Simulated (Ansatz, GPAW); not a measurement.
# Work function of a 11-layer slab of Al(110) at several levels, part 3 of 3

Aim: the work function of both faces of a 11-layer slab of Al(110), and its spread over functionals and bases.

GPAW 26.7.0 and Ansatz 0.2.0; Ansatz plane waves; slab in vacuum with a dipole correction, relaxation (the session's first sound run).

So far, upper work function (eV): step 2 (relaxing the atoms, PBE) 4.00; step 4 (self-consistent run: xc = "LDA") 4.16; step 5 (OptPBE vdW: xc = "optPBE-vdW", GPAW, PAW setups, GPAW) 4.16; step 6 (self-consistent run: xc = "vdW-DF2", GPAW, PAW setups, GPAW) 4.25; step 7 (self-consistent run: xc = "revPBE") 3.93.

### 8. Self-consistent run: xc = "RPBE"

Level of this step: GPAW, PAW setups; slab in vacuum (GPAW).

The same geometry under RPBE, to see how far the functional moves the levels against the vacuum.

run.py reads:

```python
import json
import numpy as np
from ase import Atoms
from gpaw import GPAW, PW

slab = Atoms(
    ['Al', 'Al', 'Al', 'Al', 'Al', 'Al', 'Al', 'Al', 'Al', 'Al', 'Al'],
    positions=[
        [0.00000, 0.00000, 8.00000],
        [2.02500, 1.43189, 9.43189],
        [0.00000, 0.00000, 10.86378],
        [2.02500, 1.43189, 12.29567],
        [0.00000, 0.00000, 13.72756],
        [2.02500, 1.43189, 15.16239],
        [0.00000, 0.00000, 16.59437],
        [2.02500, 1.43189, 18.03820],
        [0.00000, 0.00000, 19.41664],
        [2.02500, 1.43189, 20.90313],
        [0.00000, 0.00000, 22.20367]],
    cell=[[4.05, 0.0, 0.0], [0.0, 2.86378, 0.0], [0.0, 0.0, 30.31891]],
    pbc=[True, True, False])

slab.calc = GPAW(mode=PW(400), xc='RPBE', kpts={'size': (8, 11, 1), 'gamma': True},
                 occupations={'name': 'fermi-dirac', 'width': 0.1}, nbands='200%',
                 convergence={'density': 1e-05}, maxiter=200,
                 poissonsolver={'dipolelayer': 'xy'},
                 symmetry={'tolerance': 1e-3}, txt='slab.txt')
result = {}
energy = slab.get_potential_energy()
fermi = slab.calc.get_fermi_level()
v = slab.calc.get_electrostatic_potential().mean((0, 1)) - fermi
n = slab.calc.get_pseudo_density().mean((0, 1))
L = slab.cell[2, 2]
z = np.arange(len(v)) * L / len(v)
low, high = slab.positions[:, 2].min(), slab.positions[:, 2].max()
below, above = np.interp([low - 5.8, high + 5.8], z, v)
slopes = [np.interp(x, z, np.gradient(v, z)) for x in (low - 5.8, high + 5.8)]
eps = np.array([[slab.calc.get_eigenvalues(k, s) for k in range(len(slab.calc.get_ibz_k_points()))]
                for s in range(slab.calc.get_number_of_spins())]) - fermi
top, bottom = eps[eps < 0].max(), eps[eps > 0].min()
dipole = slab.get_dipole_moment()[2]
print(f'energy {energy:.4f} eV, Fermi level {fermi:.4f} eV, dipole {dipole:.5f} e A')
print(f'potential 5.8 A off the faces, from the Fermi level: lower {below:.4f} eV, upper {above:.4f} eV')
print(f'slope of the potential there: lower {slopes[0]:.5f}, upper {slopes[1]:.5f} eV/A')
print(f'nearest levels on the mesh: {top:.4f} and {bottom:.4f} eV')
print('magnetic moment', round(slab.get_magnetic_moment(), 3))
result.update(energy=energy, fermi=fermi, dipole=dipole, below=below, above=above, slopes=slopes, edges=[top, bottom],
              z=z.tolist(), v=v.tolist(), n=n.tolist(), positions=slab.positions.tolist(),
              forces=slab.get_forces(apply_constraint=False).tolist(), moments=slab.get_magnetic_moments().tolist())
json.dump(result, open('result.json', 'w'))
```

Started as:

```bash
OMP_NUM_THREADS=1 OPENBLAS_NUM_THREADS=1 python run.py
```

Numbers of over 12 decimals in the logs are rounded to 6 here.

Output:

```text
energy -37.0243 eV, Fermi level 1.9142 eV, dipole 0.00036 e A
potential 5.8 A off the faces, from the Fermi level: lower 3.9418 eV, upper 3.9348 eV
slope of the potential there: lower -0.00012, upper 0.00015 eV/A
nearest levels on the mesh: -0.0142 and 0.0010 eV
magnetic moment 0.0
```

Run time: 10 min. Hardware: 1 thread of Arm Neoverse N1, shared host; peak memory 0.35 GiB.

Numbers from this step:

* dipole along the normal: 3.63e-4 e·Å
* levels nearest the Fermi level on the mesh: -0.01417, 9.52e-4 eV from the Fermi level
* upper work function: 3.935 eV
* lower work function: 3.942 eV

The electrostatic potential energy of an electron (without an applied field's), less the Fermi level, planar mean oscillates, so the rows of the table below give means over windows of 1.41 Å about each position, cut where the curve ends. Its maxima inside the range that stand out by 2 % of the span (Å: eV): 8.7: -5.17, 10.2: -5.19, 11.6: -5.14, 13.0: -5.17, 14.4: -5.20, 15.9: -5.22, 17.3: -5.07, 18.7: -5.66, 20.1: -4.68, 21.5: -6.44. Its minima: 8.0: -9.05, 9.4: -9.49, 10.8: -9.49, 12.3: -9.46, 13.8: -9.51, 15.2: -9.54, 16.6: -9.51, 18.1: -9.56, 19.4: -9.53, 20.9: -9.66, 22.2: -9.31.

Table of electrostatic potential energy of an electron (without an applied field's), less the Fermi level, planar mean by z; means over each step:

```csv
z (Å),"electrostatic potential energy of an electron (without an applied field's), less the Fermi level, planar mean (eV)"
0.70,3.94
2.11,3.94
3.52,3.94
4.93,3.91
6.34,3.05
7.75,-5.30
9.16,-7.22
10.57,-7.25
11.98,-7.23
13.39,-7.25
14.80,-7.25
16.21,-7.26
17.62,-7.22
19.03,-7.51
20.44,-6.99
21.85,-7.71
23.26,0.672
24.67,3.80
26.08,3.93
27.49,3.93
28.90,3.93
```

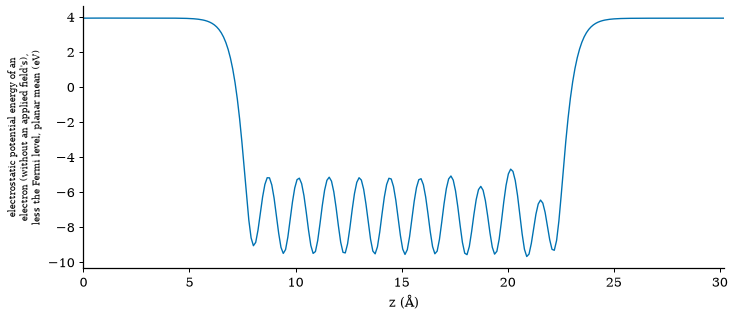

Electrostatic potential energy of an electron (without an applied field's), less the Fermi level, planar mean against z.

The upper face's work function is 3.935 eV, against 4.005 eV in the first plane-wave PBE run at this geometry.

### 9. Real-space grid: mode = "fd"

A real-space grid is a second complete basis, so it checks the plane-wave result.

run.py, as its differences from that of step 8:

```diff
@@ -3,3 +3,3 @@
 from ase import Atoms
-from gpaw import GPAW, PW
+from gpaw import GPAW
 
@@ -22,3 +22,3 @@
 
-slab.calc = GPAW(mode=PW(400), xc='RPBE', kpts={'size': (8, 11, 1), 'gamma': True},
+slab.calc = GPAW(mode='fd', h=0.18, xc='PBE', kpts={'size': (8, 11, 1), 'gamma': True},
                  occupations={'name': 'fermi-dirac', 'width': 0.1}, nbands='200%',
```

Output:

```text
energy -39.7052 eV, Fermi level -4.0074 eV, dipole 0.00029 e A
potential 5.8 A off the faces, from the Fermi level: lower 4.0097 eV, upper 4.0051 eV
slope of the potential there: lower -0.00006, upper 0.00007 eV/A
nearest levels on the mesh: -0.0068 and 0.0227 eV
magnetic moment 0.0
```

The job ended after 64 min (1 thread; peak memory 1.7 GiB).

This step gave:

```
dipole along the normal                    : 2.92e-4 e·Å
levels nearest the Fermi level on the mesh : -0.006781, 0.02267 eV from the Fermi level
upper work function                        : 4.005 eV
lower work function                        : 4.010 eV
```

The upper face's work function is 4.005 eV, against 4.005 eV in the first plane-wave PBE run at this geometry.

### 10. The ladder

Times are for 1 thread of Arm Neoverse N1, shared host. Results by setting:

```csv
no.,run,upper work function (eV),lower work function (eV),time,memory (GiB)
1,pw,4.005,4.010,15 min,0.35
2,LDA,4.165,4.165,11 min,0.35
3,optPBE vdW,4.163,4.165,10 min,0.54
4,vdW DF2,4.249,4.249,37 min,0.55
5,revPBE,3.933,3.940,10 min,0.35
6,RPBE,3.935,3.942,10 min,0.35
7,fd,4.005,4.010,64 min,1.7
```

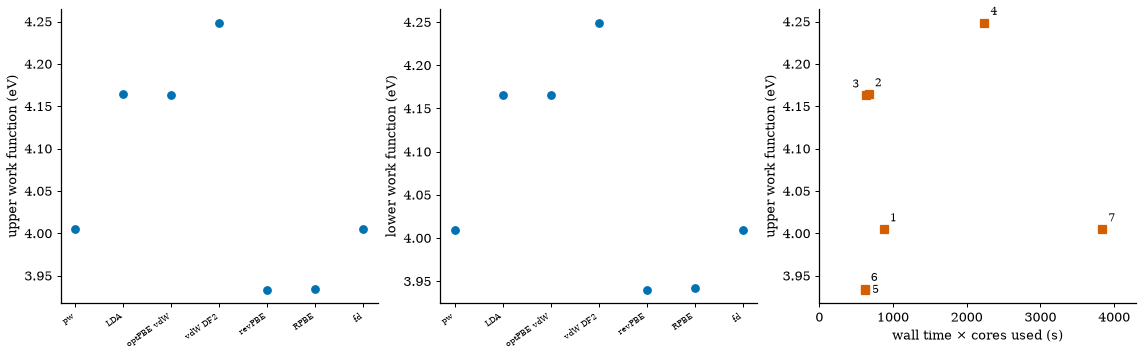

The series as plots; the last panel sets the first result against cost, with the runs numbered as in the table.

### 11. A second plane-wave code

A second program with its own datasets checks the number independently.

This step: Ansatz plane waves; slab in vacuum with a dipole correction (Ansatz 0.2.0).

input.yaml reads:

```yaml
crystal:
  lattice:
    - [4.05, 0.0, 0.0]
    - [0.0, 2.8637824638, 0.0]
    - [0.0, 0.0, 30.318912319]
  atoms:
    - { symbol: Al, position: [0.0, 0.0, 0.2638617084] }
    - { symbol: Al, position: [0.5, 0.5, 0.3110893667] }
    - { symbol: Al, position: [0.0, 0.0, 0.358317025] }
    - { symbol: Al, position: [0.5, 0.5, 0.4055446833] }
    - { symbol: Al, position: [0.0, 0.0, 0.4527723417] }
    - { symbol: Al, position: [0.5, 0.5, 0.5000968912] }
    - { symbol: Al, position: [0.0, 0.0, 0.5473274073] }
    - { symbol: Al, position: [0.5, 0.5, 0.5949486328] }
    - { symbol: Al, position: [0.0, 0.0, 0.6404133368] }
    - { symbol: Al, position: [0.5, 0.5, 0.6894419841] }
    - { symbol: Al, position: [0.0, 0.0, 0.7323374035] }
kpoints:
  mp_grid: { grid: [8, 11, 1] }
hamiltonian:
  xc: pbe
scf:
  occupations: { method: fermi_dirac, width: 0.1 }
efield:
  axis: 3
  dipole_correction: true
  ramp_width: 0.05
output:
  forces: true
  write_potential: true
  write_density: true
  volumetric_format: npy
  elf: true
```

Started as:

```bash
ansatz run input.yaml --threads 4 --pin off --max-ram 8192MiB --backend cpu --events-out ev --progress --plain --runs-dir out
```

Output:

```text
[...]
Crystal: 11 atoms, lattice volume = 351.648 Å³
Basis set: ecut = 420 eV, 6893 PW (Γ), exchange–correlation on 60×40×432 points (8 copies of the dense FFT grid, shifted against one another)
Bands: 28, of which v1, the nominal top of the filled ones, is band 17 counted from 1 (16 counted from 0)
Symmetry: 4 space group operations
[...]
k-points: 30 of 88
[...]
SCF iter   1: F=—  HF=-5911.183029 eV  |F-HF|=—  |Δ(HF+E_count)|=         —  Δρ=9.87e-4  dr2=1.03e-2  ethr=1.77e-3  p=-0.001 e·Å  D=-3.77e-4 V/Å  ΔV_dip=0.01 eV  dr2_dipole=2.96e-4  V_vac-E_F(+/−)=3.97/3.96 eV  ⟨swp⟩=11.9  Hψ=6111  notcnv=0  defer=6
[...]
SCF iter   6: F=-5911.184414 eV  HF=-5911.184414 eV  |F-HF|=7.81e-9  |Δ(HF+E_count)|=   8.95e-8  Δρ=8.35e-7  dr2=3.96e-9  ethr=3.03e-10  p=0.000 e·Å  D=1.46e-4 V/Å  ΔV_dip=-0.00 eV  dr2_dipole=8.56e-11  V_vac-E_F(+/−)=4.00/4.01 eV  ⟨swp⟩=21.9  Hψ=7573  notcnv=0
SCF 1 converged in 6 iterations: F = -5911.184414 eV  dr2 = 3.96e-9
[...]
SCF converged after 6 iterations
Free energy (F): -5911.184414 eV
[...]
Internal energy: -5911.042157 eV  (E = F + TS)
E sigma→0 (E₀):  -5911.113285 eV
Entropy (-TS):   -0.142258 eV (-12.933 meV/atom)
Fermi energy:    2.232539 eV
Dipole field:    D = 0.000155 V/Å  (p = 0.000301 e·Å, saw-weighted, corrected)
Work function:   Φ+ = 4.0028 eV   Φ− = 4.0075 eV
[...]
--- Forces (eV/Å), atoms counted from 1 ---
  atom   1  Al     0.00000000     0.00000000     0.26395430
  atom   2  Al     0.00000000     0.00000000    -0.17393768
  atom   3  Al     0.00000000     0.00000000     0.04487114
  atom   4  Al     0.00000000     0.00000000    -0.07820018
  atom   5  Al     0.00000000     0.00000000    -0.06476761
  atom   6  Al     0.00000000     0.00000000     0.00782704
  atom   7  Al     0.00000000     0.00000000     0.00172257
  atom   8  Al     0.00000000     0.00000000     0.00336960
  atom   9  Al     0.00000000     0.00000000    -0.00202535
  atom  10  Al     0.00000000     0.00000000    -0.00374705
  atom  11  Al     0.00000000     0.00000000     0.00093530
  max |Σ_I F_I| component: 2.07e-6 eV/Å
--- Band table (eV; the first three rows and the last of 30) ---
  k-point 0: bands = [... 13 lower, 1.1364, 1.2482, 1.8187, 2.0159, 2.3376, 2.8759, 3.6809, 3.6948, ... 7 higher]
  k-point 1: bands = [... 13 lower, 1.2789, 1.3847, 1.9582, 2.1372, 2.4742, 3.0053, 3.7773, 3.8316, ... 7 higher]
  k-point 2: bands = [... 13 lower, 1.6855, 1.7945, 2.3494, 2.3524, 2.7810, 2.8840, 3.2947, 3.6092, ... 7 higher]
  k-point 29: bands = [... 13 lower, -0.2448, -0.1077, 0.2910, 0.3705, 0.6530, 1.1347, 1.2830, 1.7991, ... 7 higher]
```

Run time: 18 s. Hardware: 4 threads; peak memory 0.73 GiB.

Numbers from this step:

```
upper work function     : 4.003 eV
lower work function     : 4.008 eV
dipole along the normal : 3.01e-4 e·Å
dipole field            : 1.55e-4 V/Å
vacuum level above      : 6.235 eV
vacuum level below      : 6.240 eV
```

The electrostatic potential energy of an electron (with the applied field's), less the Fermi level, planar mean oscillates, so the rows of the table below give means over windows of 1.4 Å about each position, cut where the curve ends. Its maxima inside the range that stand out by 2 % of the span (Å: eV): 9.4: -4.14, 10.8: -4.18, 12.4: -4.18, 13.8: -4.18, 15.2: -4.19, 16.6: -4.18, 18.0: -4.24, 19.5: -4.17, 20.8: -4.25. Its minima: 8.7: -5.13, 10.1: -5.17, 11.7: -5.12, 13.1: -5.16, 14.5: -5.18, 15.9: -5.21, 17.3: -5.08, 18.7: -5.54, 20.2: -4.74, 21.6: -6.08.

Table of electrostatic potential energy of an electron (with the applied field's), less the Fermi level, planar mean by z; means over each step:

```csv
z (Å),"electrostatic potential energy of an electron (with the applied field's), less the Fermi level, planar mean (eV)"
0.70,4.01
2.10,4.01
3.50,4.01
4.90,3.98
6.30,3.20
7.70,-2.53
9.10,-4.60
10.50,-4.64
11.90,-4.62
13.30,-4.64
14.70,-4.66
16.10,-4.67
17.50,-4.64
18.90,-4.83
20.30,-4.49
21.70,-4.98
23.10,0.181
24.50,3.81
25.90,4.00
27.30,4.00
28.70,4.00
30.10,4.00
```

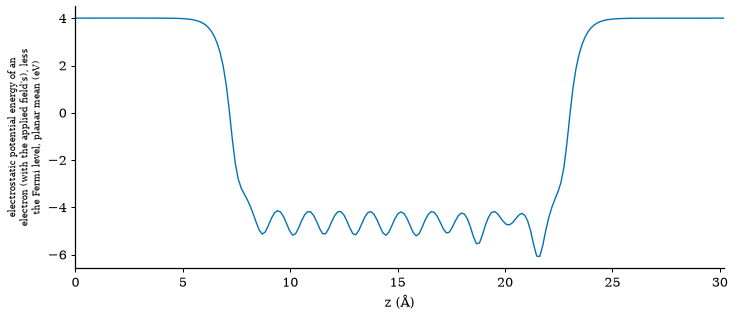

Electrostatic potential energy of an electron (with the applied field's), less the Fermi level, planar mean against z.

The valence density, planar mean oscillates, so the rows of the table below give means over windows of 1.4 Å about each position, cut where the curve ends. Its maxima inside the range that stand out by 2 % of the span (Å: e/Å³): 8.8: 0.188, 10.1: 0.190, 11.5: 0.191, 13.1: 0.191, 14.5: 0.190, 15.9: 0.190, 17.3: 0.190, 18.7: 0.195, 20.2: 0.188, 21.5: 0.198. Its minima: 9.4: 0.172, 10.8: 0.172, 12.4: 0.171, 13.8: 0.171, 15.2: 0.172, 16.6: 0.171, 18.0: 0.174, 19.5: 0.171, 20.8: 0.177.

Valence density, planar mean against z; means over each step:

```csv
z (Å),"valence density, planar mean (e/Å³)"
2.10,1.0e-6
3.50,3.0e-5
4.90,9.0e-4
6.30,0.0226
7.70,0.121
9.10,0.179
10.50,0.180
11.90,0.181
13.30,0.181
14.70,0.180
16.10,0.180
17.50,0.181
18.90,0.184
20.30,0.181
21.70,0.178
23.10,0.0762
24.50,0.00623
25.90,2.2e-4
27.30,7.3e-6
```

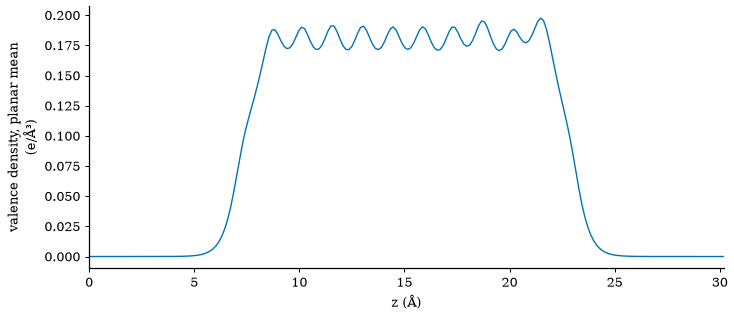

Valence density, planar mean, plotted against z.

Force by atom:

```csv
atom,x (eV/Å),y (eV/Å),z (eV/Å),size
Al1,0.000,0.000,0.264,0.264
Al2,0.000,0.000,-0.174,0.174
Al3,0.000,0.000,0.045,0.045
Al4,0.000,0.000,-0.078,0.078
Al5,0.000,0.000,-0.065,0.065
Al6,0.000,0.000,0.008,0.008
Al7,0.000,0.000,0.002,0.002
Al8,0.000,0.000,0.003,0.003
Al9,0.000,0.000,-0.002,0.002
Al10,0.000,0.000,-0.004,0.004
Al11,0.000,0.000,0.001,0.001
```

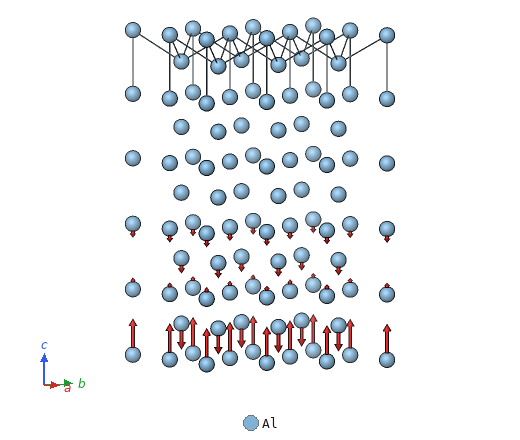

Force as arrows, the longest 0.264 eV/Å. 2×3×1 cells are drawn. Some periodic images of atoms are drawn too.

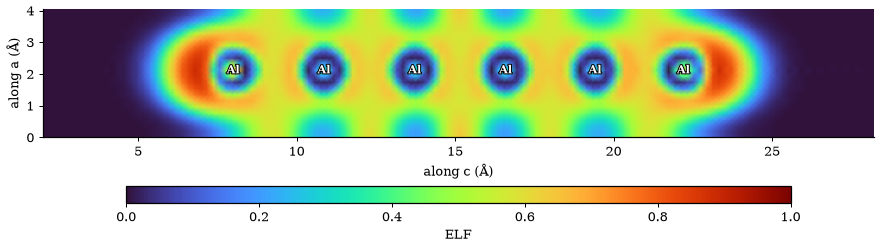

ELF in the ca plane at fractional y = 0.000, with atoms of Al within 0.2 Å of it. It is the smooth field of the valence electrons, not physical close to the nuclei. The map starts off the cell's origin, so that atoms lie inside it. The far vacuum is left out of the map.

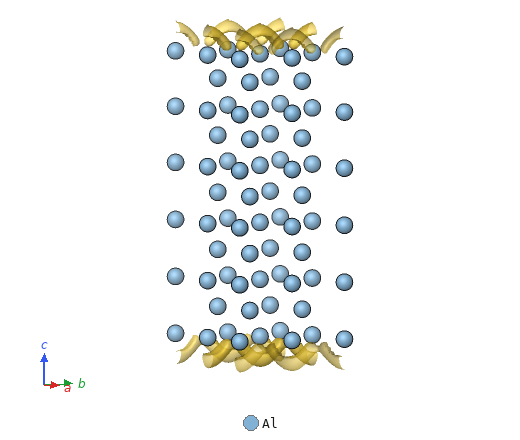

Surface of ELF = 0.81. 2×2×1 cells are drawn.

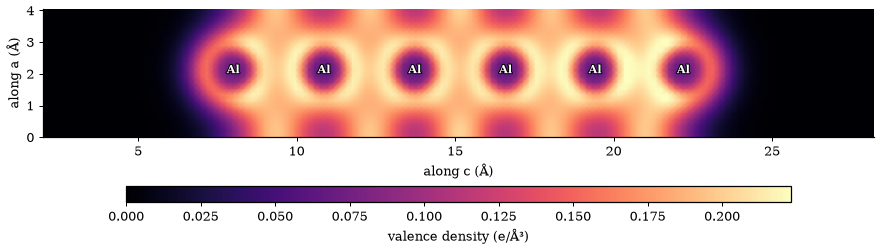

Valence density in the ca plane at fractional y = 0.000, with atoms of Al within 0.2 Å of it. It is the smooth field of the valence electrons, not physical close to the nuclei. The map starts off the cell's origin, so that atoms lie inside it. The far vacuum is left out of the map.

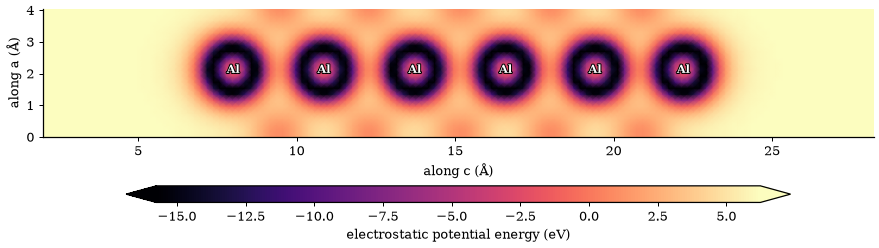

Electrostatic potential energy in the ca plane at fractional y = 0.000, with atoms of Al within 0.2 Å of it. With pseudopotentials it is smooth inside the atoms' cores, unlike the true potential. The map starts off the cell's origin, so that atoms lie inside it. The far vacuum is left out of the map.

The upper face's work function is 4.003 eV, against 4.005 eV in the first plane-wave PBE run at this geometry.

### 12. Side by side

Results and costs are gathered.

This step: comparison of work functions, dipole and cost (GPAW 26.7.0).

Ladder, by row:

```csv
step,code,"work function, upper (eV)","work function, lower (eV)",dipole (e Å),wall time (s),peak memory (GiB),threads
pw,GPAW,4.005,4.01,2.01e-4,874.1,0.35,1
LDA,GPAW,4.165,4.165,-4.99e-5,668.8,0.35,1
optPBE-vdW,GPAW,4.163,4.165,5.43e-5,627.4,0.54,1
vdW-DF2,GPAW,4.249,4.25,-4.24e-5,2237,0.55,1
revPBE,GPAW,3.933,3.94,3.44e-4,615.2,0.35,1
RPBE,GPAW,3.935,3.942,3.63e-4,614.1,0.35,1
fd,GPAW,4.005,4.01,2.92e-4,3837,1.68,1
ansatz,Ansatz,4.003,4.008,3.01e-4,18.08,0.73,4
```

### 13. A changed run

One more run, with changed settings.

This step: GPAW, PAW setups; slab in vacuum (GPAW 26.7.0).

run.py, as its differences from that of step 9:

```diff
@@ -3,3 +3,3 @@
 from ase import Atoms
-from gpaw import GPAW
+from gpaw import GPAW, PW
 
@@ -22,5 +22,5 @@
 
-slab.calc = GPAW(mode='fd', h=0.18, xc='PBE', kpts={'size': (8, 11, 1), 'gamma': True},
+slab.calc = GPAW(mode=PW(140), xc='PBE', kpts={'size': (8, 11, 1), 'gamma': True},
                  occupations={'name': 'fermi-dirac', 'width': 0.1}, nbands='200%',
-                 convergence={'density': 1e-05}, maxiter=200,
+                 convergence={'density': 1e-05}, maxiter=100,
                  poissonsolver={'dipolelayer': 'xy'},
```

Started as:

```bash
OMP_NUM_THREADS=1 OPENBLAS_NUM_THREADS=1 python run.py
```

Output:

```text
energy -39.5835 eV, Fermi level 1.8337 eV, dipole 0.00028 e A
potential 5.8 A off the faces, from the Fermi level: lower 4.0080 eV, upper 4.0031 eV
slope of the potential there: lower -0.00009, upper 0.00043 eV/A
nearest levels on the mesh: -0.0057 and 0.0239 eV
magnetic moment 0.0
```

Run time: 3.7 min. Hardware: 1 thread; peak memory 0.18 GiB.

The run finished. A setting was moved off its sound value on purpose, so it serves as a test and not as the result.

The fault put into the input: a cutoff far too low (ecut = 140).

Side by side:

```csv
quantity,this run,sound run,difference
upper work function (eV),4.0031,4.0051,-0.00199
lower work function (eV),4.0080,4.0095,-0.00156
```

### 14. What came out

| Property | Result |
| --- | --- |
| work function, both faces | 4.01 eV |
| dipole along the normal | 2.0e-4 e Å |

**Reading.** With plane waves and PBE the work function is 4.01 eV on the upper face and 4.01 eV on the lower. The measured value for this face is 4.23 eV (as compiled in "Properties of real metallic surfaces: Effects of density functional semilocality and van der Waals nonlocality", 2017, arxiv:1702.08515); the relaxed upper face lies 0.22 eV under it with PBE, and vdW-DF2 comes nearest (4.25 eV). Measured work functions scatter by a tenth of an eV or more between methods. Over the sound runs of the table the upper face's work function spans 3.933 (revPBE) to 4.249 eV (vdW-DF2). The two plane-wave codes differ by 0.0023 eV on the upper face. The small printed dipole stands for a step of -3.1 meV from the lower to the upper face, and the probes find -4.4 meV; values this small are near the numerical noise of both. The in-plane lattice was kept as typed, which isn't the functional's own and leaves some strain; spin-orbit coupling and temperature are left out.

[Logs are printed without paths, hosts, clocks, repeated set-up lines and the standing remarks that a program may print on its own settings, such as how far it seeks lower states.]

[Hosts, paths, dates, database ids (printed as entryN), source tags and the programs' standing remarks are cut or masked in the printed files.]
